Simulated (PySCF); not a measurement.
SMILES N[Si](F)(Cl)Cl, singlet at its PBE0/def2-SVP optimised geometry (Å):

```
7

N     -1.1939    -1.7830    -1.3539
Si    -0.6370    -0.9457     0.0000
F     -1.0743    -1.5860     1.4145
Cl     1.4039    -0.9457     0.0000
Cl    -1.4039     0.9457     0.0000
H     -2.1355    -1.6760    -1.7099
H     -0.7057    -2.5863    -1.7297
```

Calculation: PBE0/def2-TZVP run with PySCF.

Map of the Laplacian of the electron density (e/bohr⁵) on the plane z = 1.0 Å:

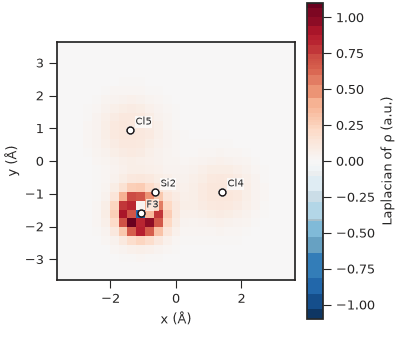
Figure: Laplacian of the electron density (e/bohr⁵) on the plane z = 1.0 Å.
